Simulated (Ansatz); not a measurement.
Consider SrYPdC$_{6}$N$_{6}$.

Input file:

```
crystal:
  lattice:
    - [0.0, 5.8754483895, 5.8754483895]
    - [5.8754483895, 0.0, 5.8754483895]
    - [5.8754483895, 5.8754483895, 0.0]
  atoms:
    - { symbol: Sr, position: [0.25, 0.25, 0.25], spin: 0.32 }
    - { symbol: "Y", position: [0.0, 0.0, 0.0] }
    - { symbol: Pd, position: [0.5, 0.5, 0.5], spin: 1.3 }
    - { symbol: C, position: [0.7886552648, 0.2113447352, 0.2113447352] }
    - { symbol: C, position: [0.7886552648, 0.2113447352, 0.7886552648] }
    - { symbol: C, position: [0.7886552648, 0.7886552648, 0.2113447352] }
    - { symbol: C, position: [0.2113447352, 0.7886552648, 0.7886552648] }
    - { symbol: C, position: [0.2113447352, 0.7886552648, 0.2113447352] }
    - { symbol: C, position: [0.2113447352, 0.2113447352, 0.7886552648] }
    - { symbol: "N", position: [0.6891083318, 0.3108916682, 0.3108916682] }
    - { symbol: "N", position: [0.6891083318, 0.3108916682, 0.6891083318] }
    - { symbol: "N", position: [0.6891083318, 0.6891083318, 0.3108916682] }
    - { symbol: "N", position: [0.3108916682, 0.6891083318, 0.6891083318] }
    - { symbol: "N", position: [0.3108916682, 0.6891083318, 0.3108916682] }
    - { symbol: "N", position: [0.3108916682, 0.3108916682, 0.6891083318] }
basis:
  ecutwfc: 420
kpoints:
  mp_grid: { grid: [6, 6, 6] }
hamiltonian:
  xc: pbe
scf:
  occupations: { method: gaussian, width: 0.1 }
output:
  forces: true
  stress: true
  eigenvalues: true
  populations: true
  write_density: true
  write_potential: true
  elf: true
  volumetric_format: npy
magnetization:
  spin_polarized: true
relax:
  adjacent_minimum: "off"
  f_tol: 0.01
  max_steps: 80
  cell: { stress_tol: 0.05 }
```

Command:

```sh
ansatz run input.yaml --threads 1 --pin off --max-ram 2560MiB --backend cpu --events-out ev --progress --plain --runs-dir out
```

Below, planes, directions and counts refer to the conventional cell (a = 11.75 Å, b = 11.75 Å, c = 11.75 Å, α = 90.00°, β = 90.00°, γ = 90.00°).

The fields are those of the relaxed geometry.

Space group F-43m; a structure generated by program, which may or may not match a known phase; spin-polarised.

Theory: Ansatz 0.2.0, DFT PBE, scalar-relativistic, plane waves, PAW.

**What can the converged valence pseudo-density, electron localisation function and spin density tell about the bonding?**

C–N (1.17 Å): ρ is about 3.5 e/Å³ halfway; the ELF peaks at about 0.85 between the atoms.
Pd–N (2.22 Å): the density is about 0.49 e/Å³ at the midpoint; the ELF peaks at about 0.90 in the valence shell of N, 0.6 Å from its nucleus, and drops to about 0.10 between the two atoms.
Y–C (2.48 Å): ρ at the midpoint is about 0.35 e/Å³; the ELF peaks at about 0.95 in the valence shell of C, 0.7 Å from its nucleus, and is about 0.25 at the midpoint; no localised pair shows between them.
Sr–C (4.18 Å): ρ is about 0.02 e/Å³ halfway; the ELF is about 0.05 at the midpoint: no shared electron pair shows on this line.
The spin density sits on Pd: +1.2 μB (×4) in one cell of 60 atoms, with smaller moments on Sr (up to +0.29 μB) and N (up to +0.05 μB): parallel main moments, as they must be, since the calculation's own cell holds one magnetic site. The cell of the calculation (15 atoms) carries 2.5 μB of net spin moment.

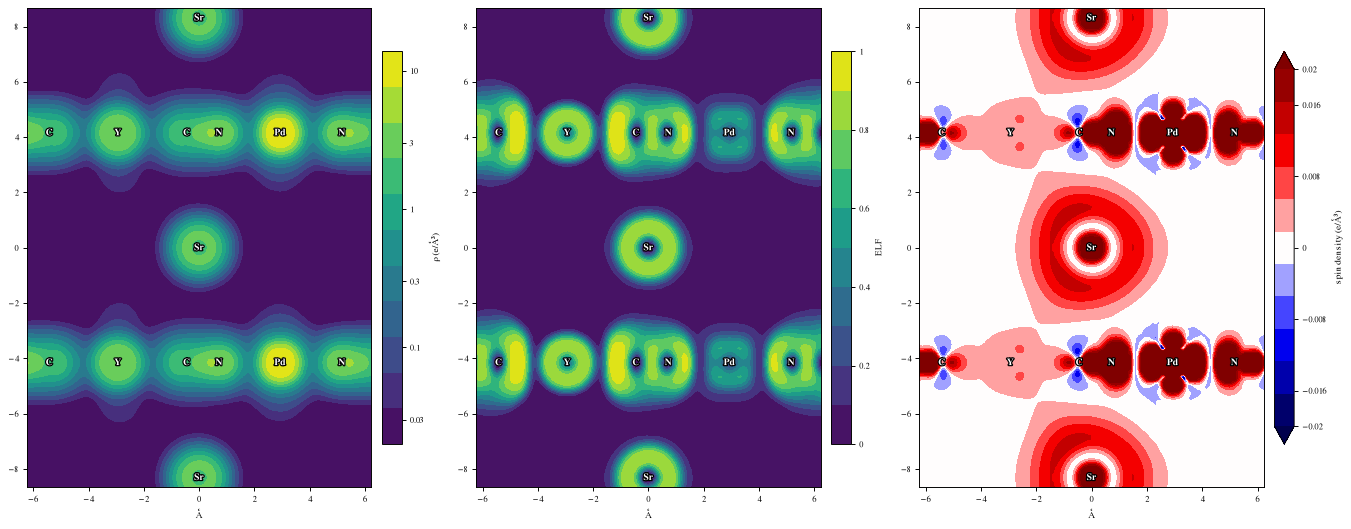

Computed valence pseudo-density, electron localisation function and spin density on the (011) plane of the conventional cell, in this order. 

In a PAW calculation such maps are meaningful between the atoms, not at the nuclei.
